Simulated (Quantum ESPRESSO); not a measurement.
What a tighter setting buys: K_POINTS, NiGe (Pnma, 8 atoms in the cell)

Cell: a = 5.3296 Å, b = 3.4509 Å, c = 5.7707 Å, α = 90.00°, β = 90.00°, γ = 90.00°.

Computed with LDA (PZ), PSlibrary PAW (LDA) pseudopotentials (plane waves; Quantum ESPRESSO 7.5).

Base settings: ecutwfc = 50 Ry; ecutrho = 300 Ry; occupations = smearing; smearing = fermi-dirac; degauss = 0.0036749 Ry; potentials = {Ni: Ni.pz-n-kjpaw_psl.1.0.0.UPF, Ge: Ge.pz-n-kjpaw_psl.1.0.0.UPF}; K_POINTS = automatic 3 5 3 1 1 1; conv_thr = 1e-09 Ry; mixing_beta = 0.4.

Misses are taken against the tightest run, automatic 8 13 8 1 1 1, which need not be fully converged itself. The energy is the free energy per atom.

The count of work is k-points × plane waves × bands × iterations; it is no time, and leaves out set-up, grids and terms that scale otherwise. Core times come from one kind of shared machine and are given to one figure; runs under 30 s give none.

The starting cell comes from a database of computed structures (which also holds hypothetical and non-ambient phases and stackings), without a prior relaxation at this level. Spin polarisation is off. In the base run, with a pressure of about -5 GPa the cell is away from its equilibrium volume at this level. Without a gap this mesh is coarse (it stands for a supercell whose shortest vector is 16 Å).

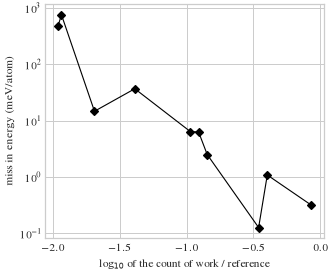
Fig. 1. Miss against the count of work; the reference run is not drawn, and misses under 0.1 meV/atom are drawn there.

```
K_POINTS                energy less reference (meV/atom)  pressure less reference (GPa)  largest difference in the force on any atom (eV/Å)  count of work / reference  core time / reference (rough)
----------------------  --------------------------------  -----------------------------  --------------------------------------------------  -------------------------  -----------------------------
automatic 1 1 1 1 1 1                            -755.80                          -7.55                                               0.557                      0.012                           0.09
automatic 1 2 1 1 1 1                             478.63                           4.76                                               0.510                      0.011                           0.10
automatic 2 3 2 1 1 1                             -14.67                          -0.11                                               0.132                      0.020                            0.1
automatic 3 4 2 1 1 1                             -36.80                          -0.60                                               0.092                      0.041                            0.1
automatic 3 5 3 1 1 1                              -6.29                          -0.12                                               0.020                       0.12                            0.2
automatic 4 5 3 1 1 1                               6.41                           0.12                                               0.027                       0.11                            0.2
automatic 4 7 4 1 1 1                               2.50                           0.18                                               0.020                       0.14                            0.2
automatic 5 8 5 1 1 1                              -0.13                           0.04                                               0.010                       0.35                            0.5
automatic 6 9 6 1 1 1                              -1.08                          -0.10                                               0.018                       0.40                            0.5
automatic 7 11 7 1 1 1                              0.32                           0.02                                               0.003                       0.86                              1
automatic 8 13 8 1 1 1                              0.00                           0.00                                               0.000                        1.0                              1
```

Coarsest setting among those run that, with all tighter ones, holds the energy within 2 meV/atom of the reference: automatic 5 8 5 1 1 1, off by 0.13 meV/atom; its saving against the reference is no more than about a factor of 2 in time.

Coarsest setting among those run that, with all tighter ones, holds the energy within 1 meV/atom of the reference: automatic 7 11 7 1 1 1, off by 0.32 meV/atom; its saving against the reference is no more than about a factor of 2 in the count of work. The coarser automatic 5 8 5 1 1 1 also lies inside, but a setting between leaves the range again, so that is luck.

Smallest miss in the energy for at most 0.3 times the reference's count of work: automatic 4 7 4 1 1 1, with a miss of 2.5 meV/atom at a count of 0.14.

The step from automatic 4 5 3 1 1 1 to automatic 5 8 5 1 1 1: it takes the miss in the energy from 6.4 to 0.13 meV/atom, for 3.2 times the count of work and roughly 2 times the time.
